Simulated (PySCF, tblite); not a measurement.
# C3H6O4SSi: geometry, infrared bands and NMR shifts

Aim: predict the infrared bands and NMR shifts of C3H6O4SSi (`CS[Si@@H](OC=O)C(=O)O`).

Programs: tblite 0.8.0 and PySCF 2.14.0, with density-fitted response routines of our own. Each step states its level of theory. These are calculated values for one molecule in the gas phase, unless marked as measured. Atoms count from 0, in the outputs and in this text.

### 1 The molecule as given

15 atoms, charge 0, multiplicity 1; geometry from: force field or distance geometry start.

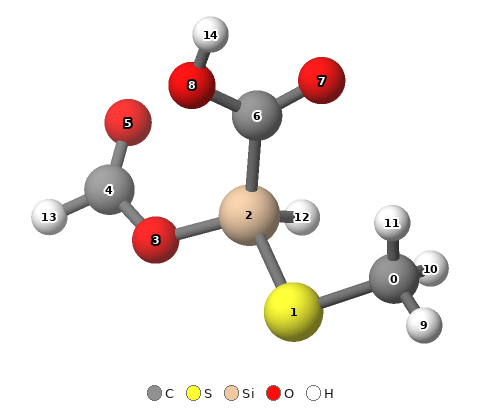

The starting geometry (carbon grey, sulfur yellow, silicon light orange, oxygen red, hydrogen white), atoms numbered.

### 2 Optimising the geometry with GFN2-xTB

Job settings and geometry (Å):

```
{"job": {"kind": "relax", "xc": "GFN2-xTB", "basis": "xTB"}, "charge": 0, "multiplicity": 1}
C     -0.732900    -1.813400     1.910300
S      0.040100    -0.180100     1.965100
Si    -0.281000     0.575100    -0.026200
O      0.413700     2.091400    -0.086200
C      0.469300     2.788800    -1.217100
O      0.009300     2.468200    -2.312700
C      0.407300    -0.648000    -1.302000
O     -0.254400    -1.621600    -1.612200
O      1.649300    -0.468800    -1.821800
H     -0.682900    -2.277400     2.902900
H     -1.800200    -1.724400     1.637600
H     -0.236900    -2.463600     1.195300
H     -1.770200     0.744700    -0.137800
H      1.004100     3.738000    -1.040700
H      1.760900    -1.200800    -2.449500
```

The run is started by

```
OMP_NUM_THREADS=1 python probes_run.py task.json out
```

The driver reads the jobs from task.json and runs them one after another.

The program printed:

```text
step      E/eV     max force
  0    -837.35495    3.211
  1    -837.41825    3.874
  2    -837.50074    0.484
  3    -837.51217    0.432
  4    -837.52806    0.456
  5    -837.53881    0.457
  6    -837.55960    0.580
  7    -837.57657    0.353
  8    -837.58473    0.257
  9    -837.59080    0.201
 10    -837.59605    0.226
 11    -837.60210    0.201
 12    -837.60718    0.194
 13    -837.61080    0.175
 14    -837.61361    0.153
 15    -837.61621    0.145
 16    -837.61818    0.157
 17    -837.61948    0.124
 18    -837.62035    0.073
 19    -837.62102    0.071
 20    -837.62160    0.079
 21    -837.62212    0.076
 22    -837.62270    0.057
 23    -837.62333    0.064
 24    -837.62389    0.062
 25    -837.62429    0.055
 26    -837.62467    0.060
 27    -837.62528    0.069
 28    -837.62630    0.102
 29    -837.62761    0.116
 30    -837.62874    0.086
 31    -837.62955    0.071
 32    -837.63031    0.084
 33    -837.63132    0.122
 34    -837.63251    0.119
 35    -837.63359    0.089
 36    -837.63453    0.073
 37    -837.63548    0.088
 38    -837.63632    0.096
 39    -837.63669    0.138
 40    -837.63718    0.045
 41    -837.63738    0.039
 42    -837.63764    0.040
 43    -837.63790    0.050
 44    -837.63820    0.042
 45    -837.63845    0.041
 46    -837.63871    0.045
 47    -837.63900    0.043
 48    -837.63928    0.041
 49    -837.63948    0.036
 50    -837.63966    0.032
 51    -837.63990    0.051
 52    -837.64029    0.069
 53    -837.64085    0.066
 54    -837.64156    0.084
 55    -837.64231    0.072
 56    -837.64301    0.062
 57    -837.64354    0.060
 58    -837.64388    0.070
 59    -837.64408    0.063
 60    -837.64434    0.039
 61    -837.64458    0.052
 62    -837.64476    0.031
 63    -837.64491    0.036
 64    -837.64506    0.038
 65    -837.64522    0.048
 66    -837.64543    0.057
 67    -837.64568    0.051
 68    -837.64596    0.035
 69    -837.64626    0.040
 70    -837.64656    0.045
 71    -837.64678    0.041
 72    -837.64691    0.024
 73    -837.64696    0.016
 74    -837.64699    0.014
 75    -837.64702    0.020
 76    -837.64706    0.024
 77    -837.64710    0.021
 78    -837.64714    0.018
 79    -837.64718    0.014
 80    -837.64721    0.013
 81    -837.64724    0.016
 82    -837.64728    0.026
 83    -837.64732    0.036
 84    -837.64739    0.039
 85    -837.64748    0.028
 86    -837.64758    0.021
 87    -837.64763    0.022
 88    -837.64766    0.027
 89    -837.64768    0.022
 90    -837.64770    0.013
 91    -837.64773    0.013
 92    -837.64775    0.015
 93    -837.64777    0.015
 94    -837.64779    0.013
 95    -837.64780    0.010
```

Run time: 1.3 s. Hardware: 1 thread of Arm Neoverse N1, shared host.

Relaxation path: (not every step is listed)

```
step  energy from step 0 (eV)  largest force (eV/Å)
   0                   0.0000                3.2114
   1                  -0.0633                3.8743
   2                  -0.1458                0.4835
   3                  -0.1572                0.4324
   4                  -0.1731                0.4561
   5                  -0.1839                0.4568
   6                  -0.2047                0.5803
   7                  -0.2216                0.3530
   8                  -0.2298                0.2570
  16                  -0.2632                0.1575
  24                  -0.2689                0.0621
  32                  -0.2754                0.0840
  40                  -0.2822                0.0446
  48                  -0.2843                0.0411
  56                  -0.2881                0.0625
  64                  -0.2901                0.0378
  72                  -0.2920                0.0242
  80                  -0.2923                0.0131
  88                  -0.2927                0.0269
  90                  -0.2927                0.0127
  91                  -0.2928                0.0132
  92                  -0.2928                0.0146
  93                  -0.2928                0.0151
  94                  -0.2928                0.0126
  95                  -0.2928                0.0095
```

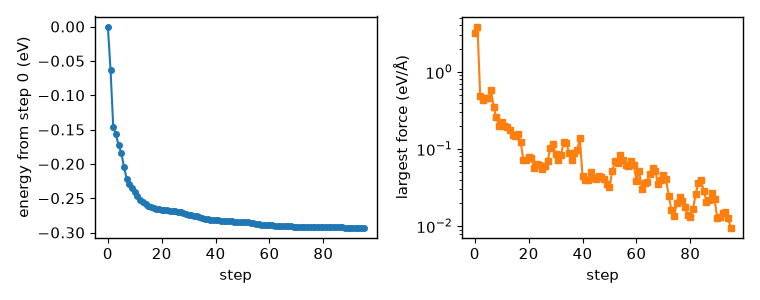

Energy and largest force along the relaxation.

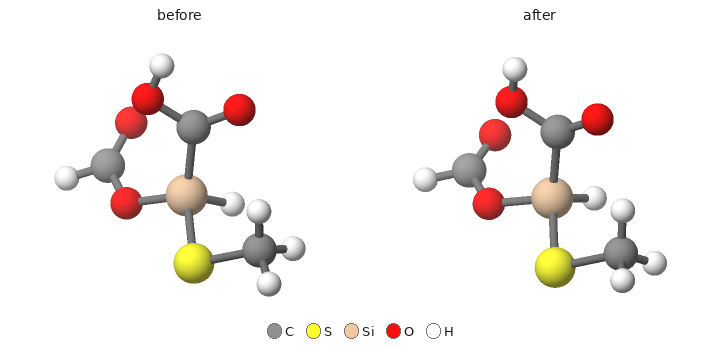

The geometry before (left) and after (right).

Distances of close pairs at the start and the end, largest changes first:

```csv
bond,before (Å),after (Å),change (Å)
Si2–H12,1.503,1.456,-0.047
C4–O5,1.231,1.191,-0.040
S1–Si2,2.154,2.121,-0.033
C6–O8,1.358,1.331,-0.027
Si2–C6,1.897,1.923,+0.026
C0–H10,1.105,1.084,-0.021
C0–S1,1.808,1.826,+0.018
Si2–O3,1.669,1.654,-0.015
```

The final coordinates are the input of the step that follows.

### 3 Vibrational analysis with GFN2-xTB

Job settings and geometry (Å):

```
{"job": {"kind": "ir", "xc": "GFN2-xTB", "basis": "xTB"}, "charge": 0, "multiplicity": 1}
C     -0.787704    -1.755336     1.880369
S     -0.028843    -0.095372     1.941104
Si    -0.383115     0.525381    -0.055498
O      0.491533     1.928059    -0.106757
C      0.510631     2.715813    -1.160593
O     -0.142095     2.556761    -2.144022
C      0.399165    -0.768994    -1.242396
O      0.047177    -1.920026    -1.326314
O      1.428779    -0.281631    -1.931628
H     -0.459588    -2.283238     2.768653
H     -1.867261    -1.654808     1.885351
H     -0.460261    -2.276494     0.988272
H     -1.787923     0.726059    -0.379298
H      1.209839     3.553059    -1.006908
H      1.825250    -0.961242    -2.505351
```

The program printed:

```text
mode    cm-1     km/mol
  1      33.0      2.39
  2      52.8      2.07
  3      65.4      3.65
  4      89.0      8.64
  5     100.0      4.96
  6     115.8      1.71
  7     137.8      0.20
  8     161.1      2.96
  9     209.8      2.10
 10     231.7     13.69
 11     324.8     30.24
 12     413.0     32.11
 13     469.4     75.45
 14     555.4     55.93
 15     637.5    196.23
 16     655.9    134.40
 17     691.2     86.67
 18     702.7     63.55
 19     714.7     44.41
 20     728.2     67.44
 21     763.4    147.08
 22     944.7      5.41
 23     951.9      0.79
 24     967.3      2.69
 25    1117.5    132.91
 26    1177.3    563.51
 27    1219.8    133.45
 28    1326.2      0.24
 29    1342.3     24.78
 30    1445.7      8.02
 31    1452.4      8.86
 32    1741.2    318.57
 33    1787.1    481.60
 34    2321.8    176.99
 35    2845.5     82.87
 36    3049.4      3.45
 37    3061.3      0.93
 38    3070.5      0.12
 39    3374.1     19.80
```

Run time: 1 s. Hardware: 1 thread of Arm Neoverse N1, shared host.

Which atoms move in the most intense modes:

| cm⁻¹ | km/mol | atoms |
| --- | --- | --- |
| 638 | 196.2 | H12 72 % |
| 656 | 134.4 | H12 64 %, H14 11 % |
| 763 | 147.1 | O3 53 %, Si2 22 %, O5 13 % |
| 1177 | 563.5 | O3 46 %, C4 38 % |
| 1220 | 133.4 | C6 49 %, H14 31 %, O8 12 % |
| 1741 | 318.6 | C6 60 %, O7 38 % |
| 1787 | 481.6 | C4 58 %, O5 40 % |
| 2322 | 177.0 | H12 97 % |

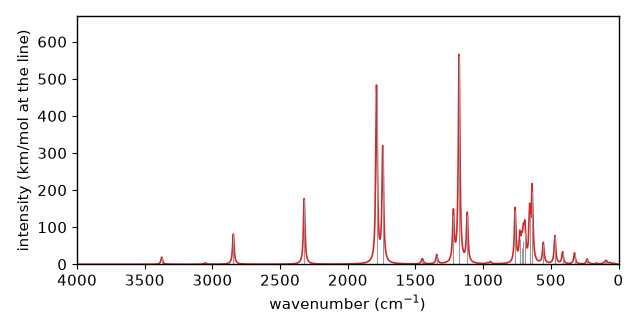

The infrared spectrum from these modes, unscaled. Lines are broadened to a width of 14 cm⁻¹ (Lorentzian).

### 4 NMR shieldings: PBE0/pcSseg-1

The job, as its differences from that of step 3:

```diff
@@ -1,2 +1,2 @@
-{"job": {"kind": "ir", "xc": "GFN2-xTB", "basis": "xTB"}, "charge": 0, "multiplicity": 1}
+{"job": {"kind": "nmr", "xc": "PBE0", "basis": "pcSseg-1"}, "charge": 0, "multiplicity": 1}
 C     -0.787704    -1.755336     1.880369
```

With the program's defaults for keys left out, this is: GIAO PBE0/pcSseg-1 NMR shielding, non-relativistic, gas phase.

The program printed:

```text
coarse grid: 14576 points
cycle   1  E = -1105.4355394444  dE =  1.626e+00  |g| = 1.239e+00  |ddm| = 3.639e+00
cycle   2  E = -1104.7851115052  dE =  6.504e-01  |g| = 2.234e+00  |ddm| = 2.052e+00
cycle   3  E = -1105.6888541727  dE = -9.037e-01  |g| = 4.055e-01  |ddm| = 1.483e+00
cycle   4  E = -1105.7175410337  dE = -2.869e-02  |g| = 1.089e-01  |ddm| = 2.974e-01
cycle   5  E = -1105.7195041299  dE = -1.963e-03  |g| = 2.187e-02  |ddm| = 6.782e-02
cycle   6  E = -1105.7195965278  dE = -9.240e-05  |g| = 8.593e-03  |ddm| = 2.224e-02
cycle   7  E = -1105.7196081769  dE = -1.165e-05  |g| = 4.040e-03  |ddm| = 7.002e-03
cycle   8  E = -1105.7196110061  dE = -2.829e-06  |g| = 8.238e-04  |ddm| = 2.676e-03
final grid: 134360 points
cycle   9  E = -1105.8143743594  dE = -1.348e-05  |g| = 1.504e-02  |ddm| = 2.283e-02
cycle  10  E = -1105.8143078922  dE =  6.647e-05  |g| = 2.427e-02  |ddm| = 2.140e-02
cycle  11  E = -1105.8144129295  dE = -1.050e-04  |g| = 3.233e-03  |ddm| = 1.392e-02
cycle  12  E = -1105.8144148240  dE = -1.894e-06  |g| = 4.120e-04  |ddm| = 2.032e-03
cycle  13  E = -1105.8144148559  dE = -3.197e-08  |g| = 1.104e-04  |ddm| = 3.778e-04
cycle  14  E = -1105.8144148583  dE = -2.355e-09  |g| = 4.028e-05  |ddm| = 1.185e-04
cycle  15  E = -1105.8144148587  dE = -3.956e-10  |g| = 1.231e-05  |ddm| = 4.422e-05
converged SCF energy = -1105.8144148587

GIAO shielding tensors (ppm)
atom      isotropic    diamagn.    paramagn.     s11        s22        s33       span
  0 C      177.391     252.782     -75.391    167.940    170.604    193.629     25.689
  1 S      712.304    1059.844    -347.540    603.798    654.202    878.913    275.116
  2 Si     374.831     881.727    -506.896    328.202    382.636    413.655     85.453
  3 O      129.563     401.132    -271.569    -10.925    186.554    213.059    223.984
  4 C       22.229     243.232    -221.004    -81.403     68.620     79.468    160.871
  5 O     -132.143     401.890    -534.033   -400.328   -254.292    258.192    658.521
  6 C        5.098     257.717    -252.619    -95.061     29.245     81.109    176.169
  7 O     -149.087     402.520    -551.607   -456.370   -242.570    251.679    708.050
  8 O      102.018     392.905    -290.887    -75.135    152.307    228.883    304.018
  9 H       29.746      29.278       0.468     23.931     26.899     38.408     14.476
 10 H       29.668      30.288      -0.621     23.846     27.140     38.017     14.171
 11 H       28.955      31.787      -2.833     21.435     29.083     36.346     14.910
 12 H       25.983      30.312      -4.329     22.395     24.676     30.877      8.482
 13 H       23.652      24.263      -0.611     19.207     23.326     28.424      9.217
 14 H       24.964      30.404      -5.440     18.809     22.959     33.124     14.316
```

Wall time 80 s (1 thread of Arm Neoverse N1, shared host); peak memory 0.84 GiB.

The references, computed at this level on geometries of the same kind, shield at (ppm): 1H TMS 31.72, 13C TMS 186.9, 29Si TMS 349.2, 17O H2O 336.1, 33S CS2 504. Their shielding less the atom's gives the shift. The references are single molecules in the gas phase, so shifts against H2O, NH3, PH3, H3PO4 or CFCl3 are not on the usual liquid scales and can be off by tens of ppm. Atoms listed in one row are averaged.

```
       atoms                              environment  σ (ppm)  δ (ppm)  δ scaled to CDCl3
          C6                          carbonyl carbon      5.1    181.8              175.5
          C4                          carbonyl carbon     22.2    164.7              158.8
          C0                methyl carbon bonded to S    177.4      9.5                3.0
         H13            hydrogen on a carbonyl carbon    23.65     8.06               7.71
         H14      hydrogen on an acid hydroxyl oxygen    24.96     6.75                  –
         H12  hydrogen on a silicon bonded to C, O, S    25.98     5.73                  –
H9, H10, H11  hydrogen on a methyl carbon bonded to S    29.46     2.26               2.24
          S1                   sulfur bonded to C, Si      712     -209                  –
         Si2             silicon bonded to C, O, S, H    374.8    -25.7                  –
          O7                          carbonyl oxygen   -149.1    485.2                  –
          O5                          carbonyl oxygen   -132.1    468.2                  –
          O8                     acid hydroxyl oxygen    102.0    234.1                  –
          O3                   oxygen bonded to C, Si    129.6    206.5                  –
```

The scaled column applies a straight-line fit of computed shieldings to shifts measured in CDCl3, with any fitted terms for Cl, Br or S neighbours (root-mean-square error 0.16 ppm for H, 1.9 ppm for C).

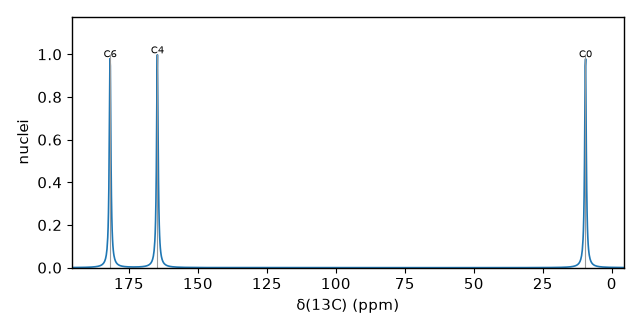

13C lines at the computed shifts, without couplings. Lines are broadened to a width of 0.69 ppm (Lorentzian).

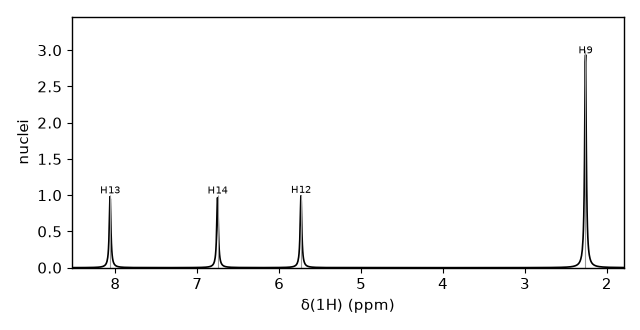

1H lines at the computed shifts, without couplings. Lines are broadened to a width of 0.02 ppm (Lorentzian).

Charges from the same density, by scheme (e):

```csv
atoms,Mulliken,IAO,Hirshfeld,ESP fit
C0,-0.42,-0.50,-0.11,-0.34
S1,-0.28,-0.16,-0.08,-0.23
Si2,0.91,1.00,0.39,0.41
O3,-0.55,-0.58,-0.18,-0.38
C4,0.46,0.42,0.19,0.63
O5,-0.39,-0.43,-0.24,-0.49
C6,0.21,0.27,0.12,0.55
O7,-0.40,-0.45,-0.25,-0.49
O8,-0.35,-0.46,-0.17,-0.57
```

IAO charges:

C0 -0.50; S1 -0.16; Si2 1.00; O3 -0.58; C4 0.42; O5 -0.43; C6 0.27; O7 -0.45; O8 -0.46; H9 0.17; H10 0.16; H11 0.17; H12 -0.12; H13 0.14; H14 0.37

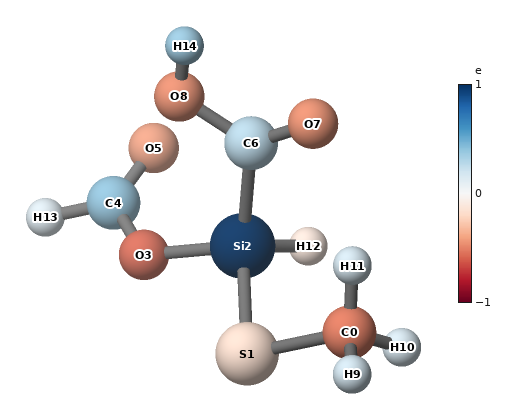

IAO charges, as colours on the atoms.

Mayer bond orders: C0–S1 0.99, S1–Si2 1.04, Si2–O3 0.86, O3–C4 1.08, C4–O5 1.96, Si2–C6 0.76, C6–O7 1.88, C6–O8 1.13.

The fields below are evaluated on a grid from the run's orbitals.

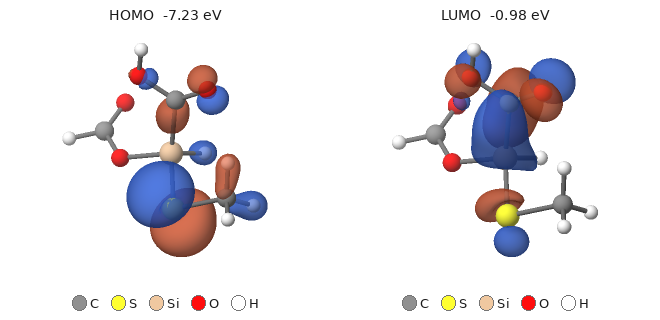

Frontier orbitals at PBE0/pcSseg-1; each surface holds 70 % of the orbital's density, blue and red mark the sign.

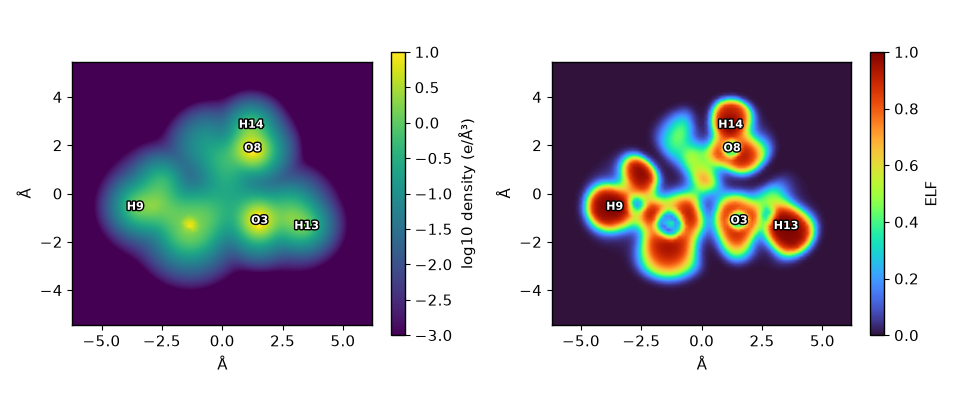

Density (left) and ELF (right) in a plane through or near 5 of the atoms.

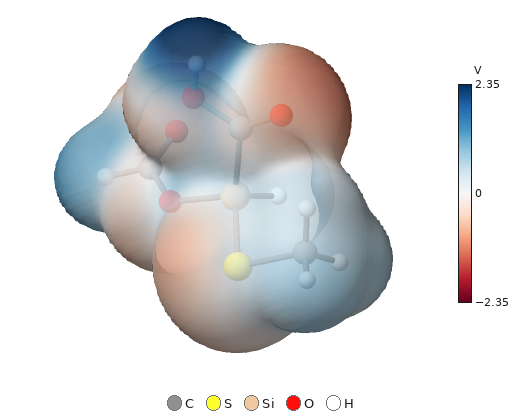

Electrostatic potential on the surface of density 0.002 e/bohr³; red is low, blue high. It runs from -1.37 V near O5 to 2.35 V near H14.

### 5 Results

| quantity | value |
| --- | --- |
| strongest single infrared mode (GFN2-xTB) | 1177 cm⁻¹, 564 km/mol |
| zero-point energy (GFN2-xTB) | 58.7 kcal/mol |
| 13C shifts against TMS (PBE0/pcSseg-1) | 181.8, 164.7, 9.5 ppm |
| 1H shifts against TMS (PBE0/pcSseg-1, means over atoms taken as alike) | 8.06, 6.75, 5.73, 2.26 ppm |
| 33S shifts against CS2 (PBE0/pcSseg-1) | -209 ppm |
| 29Si shifts against TMS (PBE0/pcSseg-1) | -25.7 ppm |
| 17O shifts against H2O (PBE0/pcSseg-1) | 485.2, 468.2, 234.1, 206.5 ppm |
| surface potential, least and greatest | -1.37 V and 2.35 V |

What this shows: Over 95 steps the energy fell by 0.293 eV; of the close pairs, Si2–H12 changed most, 1.503 to 1.456 Å. No mode is imaginary among the 39: a minimum at this level. The strongest single mode, at 1177 cm⁻¹, moves mainly O3 and C4. Unscaled tight-binding wavenumbers are off by several per cent, some by more. Its intensities can rank the bands wrongly. At PBE0/pcSseg-1: The widest tensor belongs to O7: span 708 ppm, with a paramagnetic part of -552 ppm. At PBE0/pcSseg-1, counted by nearest atom on the grid, the HOMO lies on S1 70 %; O7 7 %, the LUMO on C6 37 %; O7 21 %.
